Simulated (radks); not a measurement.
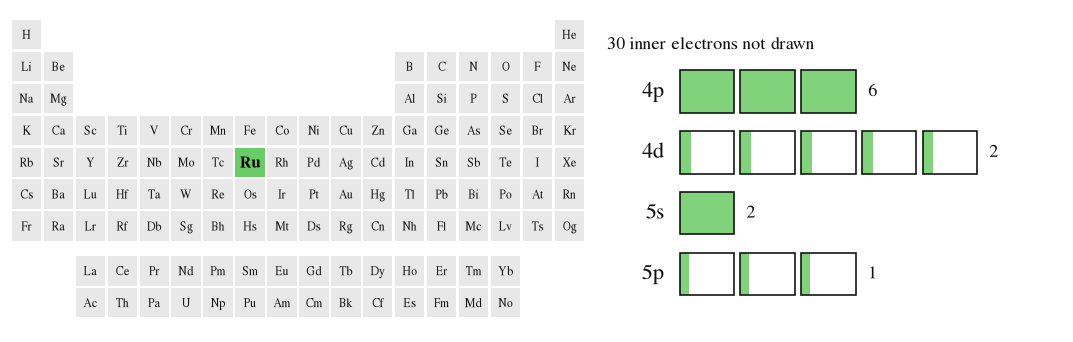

Fig. 1: Left, the place of ruthenium in the periodic table; right, the outer shells as the input fills them: a box for each of the 2l + 1 orbitals, shaded by the share of the shell that is filled, with the electron count at the right.

## Run report: Ru³⁺, atomic calculation

- system: Ru³⁺ (Z = 44, 41 electrons) in the configuration [Kr] 4d2 5s2 5p1 (4d3/2: 2, 5p1/2: 1).
- method: Dirac Kohn-Sham, PBE, spin-unpolarised, spherical densities, finite nucleus (the in-house radial solver radks)

The program's output:
```
1s1/2   1   2.0000        -807.71477583
2s1/2   1   2.0000        -117.85471704
2p1/2   1   2.0000        -109.04994817
2p3/2   1   4.0000        -104.23969389
3s1/2   1   2.0000         -22.39128841
3p1/2   1   2.0000         -18.97769851
3p3/2   1   4.0000         -18.16006291
3d3/2   1   4.0000         -12.12456833
3d5/2   1   6.0000         -11.96502165
4s1/2   1   2.0000          -4.66184146
4p1/2   1   2.0000          -3.60965672
4p3/2   1   4.0000          -3.47221453
4d3/2   1   2.0000          -1.84349108
4d5/2   1   0.0000          -1.82487475
5s1/2   1   2.0000          -1.27643813
5p1/2   1   1.0000          -1.00422862
5p3/2   1   0.0000          -0.98085333
Etot -4527.8716088865785
Ekin 4712.276139046606
Encl -10876.78959052309
Eh 1768.3033886513795
Exc -131.66154606147265
err 3.2601427322827677e-09
it 14
```

Orbitals:

```
orbital  occupation  energy (eV)  ⟨r⟩ (bohr)  outer maximum (bohr)
     1s           2     −21979.0     0.03344                0.0217
     2s           2      −3207.0      0.1453                 0.123
  2p1/2           2      −2967.4      0.1236                0.0955
  2p3/2           4      −2836.5      0.1284                0.0995
     3s           2     −609.298      0.4022                 0.362
  3p1/2           2     −516.409      0.3954                 0.348
  3p3/2           4     −494.160      0.4060                 0.358
  3d3/2           4     −329.926      0.3815                 0.299
  3d5/2           6     −325.585      0.3850                 0.302
     4s           2     −126.855      0.9918                 0.905
  4p1/2           2      −98.224       1.059                 0.950
  4p3/2           4      −94.484       1.084                 0.972
  4d3/2           2      −50.164       1.313                  1.11
  4d5/2           0      −49.657       1.323                  1.12
     5s           2      −34.734       2.339                  2.16
  5p1/2           1      −27.326       2.629                  2.41
  5p3/2           0      −26.690       2.679                  2.46
```

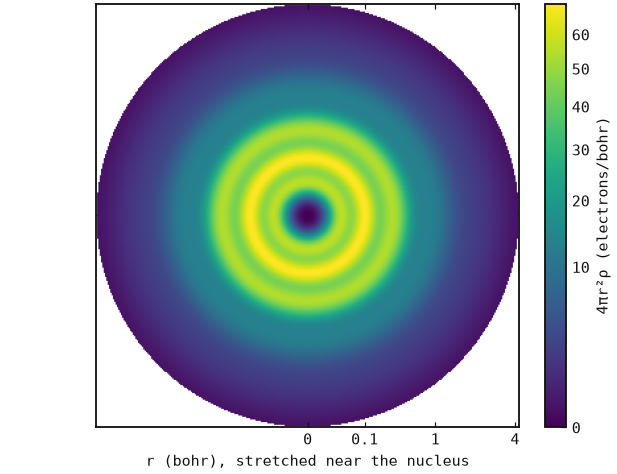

Fig. 2: The radial density 4πr²ρ as a disc about the nucleus, with the radius drawn as r to the power 0.35. There are 4 maxima, at r = 0.0236, 0.104, 0.320 and 0.835 bohr, parted by minima at 0.0469, 0.206 and 0.796 bohr, inside which lie 2.0, 11.1 and 29.7 electrons. The outermost maximum rises little above the minimum before it. The configuration has 5 principal shells, so not every shell has a maximum of its own.

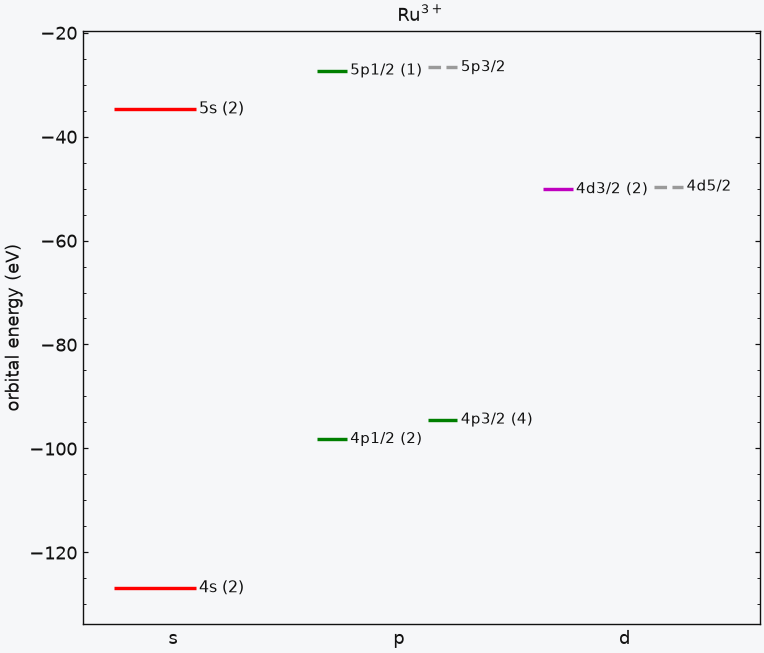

Fig. 3: The outer levels are drawn (occupations in brackets, the lower j at the left of each column, empty levels dashed). The highest occupied level is 5p1/2 at −27.3 eV. The highest 5 occupied levels, from the top down, are 5p1/2 (−27.3 eV), 5s (−34.7 eV), 4d3/2 (−50.2 eV), 4p3/2 (−94.5 eV), 4p1/2 (−98.2 eV). The lowest empty level drawn is 4d5/2 at −49.7 eV, below the highest occupied one, so this filling isn't the aufbau one. Spin-orbit splittings: 5p 0.636 eV, 4d 0.507 eV, 4p 3.74 eV. The order isn't aufbau: the empty 4d5/2 level lies under the highest occupied one.

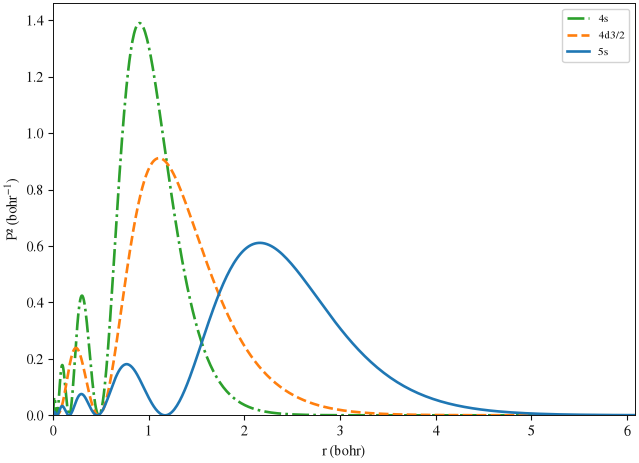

Fig. 4: The radial probability densities P² (large components) of 4d3/2, 4s and 5s. 4s: outer maximum at 0.905 bohr, ⟨r⟩ = 0.992 bohr, 3 nodes, eigenvalue −126.9 eV; 4d3/2: outer maximum at 1.11 bohr, ⟨r⟩ = 1.31 bohr, 1 node, eigenvalue −50.2 eV; 5s: outer maximum at 2.16 bohr, ⟨r⟩ = 2.34 bohr, 4 nodes, eigenvalue −34.7 eV. The innermost lobes are too small to be seen at this scale.

Input:
```
Z 44
configuration [Kr] 4d2 5s2 5p1
relativity Dirac
functional pbe,pbe
spin unpolarised
j_filling energy
nucleus finite rms 4.4809 fm
c 137.035999084
```

Energies in input and log are in hartree, lengths in bohr (the nuclear radius in fm).

Summary:

- outcome: converged
- total energy: −4527.8716 hartree
- kinetic energy: 4712.2761 hartree
- electron–nucleus energy: −10876.7896 hartree
- Hartree energy: 1768.3034 hartree
- exchange–correlation energy: −131.661546 hartree
- radius at density 0.001 e/bohr³: 4.05 bohr
- SCF iterations: 14
- hardware: 1 CPU thread, shared host
